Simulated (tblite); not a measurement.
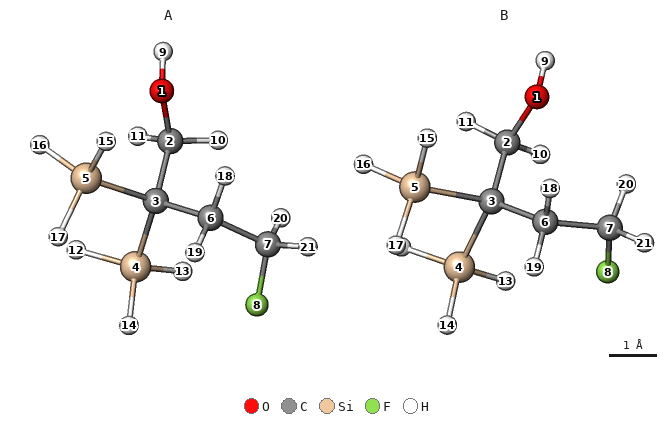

Two geometries of C4H13FOSi2, drawn at one scale. One is the start of a relaxation, the other its converged end. Style: ball-and-stick. Shown face on.

Computed with GFN2-xTB geometry optimisation, gas phase (tblite). 

**Which geometry has the lower energy?**

Structure A is the relaxed one. The energy falls by 38.5 kJ/mol in 138 geometry steps. The largest move after the best rigid fit is that of H9, 1.03 Å. By element the largest moves are H 1.03 Å, F 0.91 Å, O 0.86 Å, C 0.38 Å, Si 0.28 Å. Near-neighbour distances that change, for instance: O1–Si5 3.416 → 2.651 Å, C3–Si5 1.968 → 1.922 Å, Si4–H14 1.495 → 1.457 Å, C2–C3 1.557 → 1.521 Å. Among the angles between lasting bonds that change: Si4–C3–Si5 97.6° → 112.4°, C2–C3–Si5 110.4° → 103.7°, C3–Si4–H12 111.1° → 107.2°. Groups turn about C2–C3 by about 30°, C3–C6 by about 20°.
